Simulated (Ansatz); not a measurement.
Consider H2Sn···HCl.

Input

```
crystal:
  periodic: [false, false, false]
  atoms:
    - { symbol: Sn, position_ang: [-0.033706, 0.0, -0.813011] }
    - { symbol: Cl, position_ang: [1.950459, 0.0, 2.196748] }
    - { symbol: H, position_ang: [2.341472, 0.0, 0.922427] }
    - { symbol: H, position_ang: [-1.232812, 1.269471, -0.518882] }
    - { symbol: H, position_ang: [-1.232812, -1.269471, -0.518882] }
basis:
  gaussian: { orbitals: def2-SVP }
hamiltonian:
  xc: cam_b3lyp
  dispersion: d4
relax:
  f_tol: 0.03
  max_steps: 50
output:
  orbitals: {}
```

Launched as:

```sh
ansatz run input.yaml --threads 1 --pin off --max-ram 2048MiB --backend cpu --events-out ev --progress --plain --runs-dir out
```

The fields are those of the run's last geometry, not of the input's.

Core potentials replace the inner electrons of Sn.

Theory: Ansatz, RKS CAM-B3LYP-D4/def2-SVP.

> What can the converged electron density and electron localisation function tell about the bonding?

Sn–H (1.77 Å): the density is about 0.95 e/Å³ at the midpoint; the ELF climbs to about 1 towards the hydrogen.

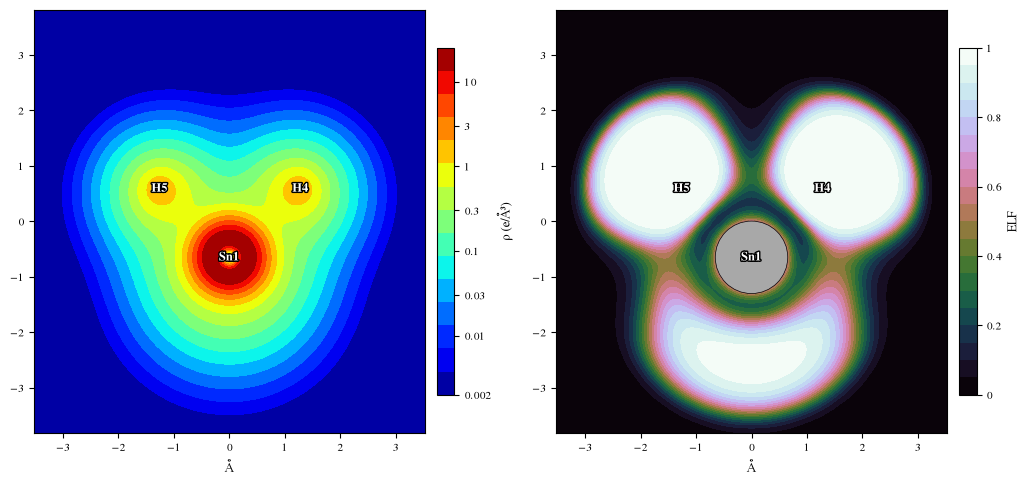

Computed electron density and electron localisation function on the plane of atoms H4, Sn1 and H5, in this order. Grey discs cover the atomic cores in the ELF map. 
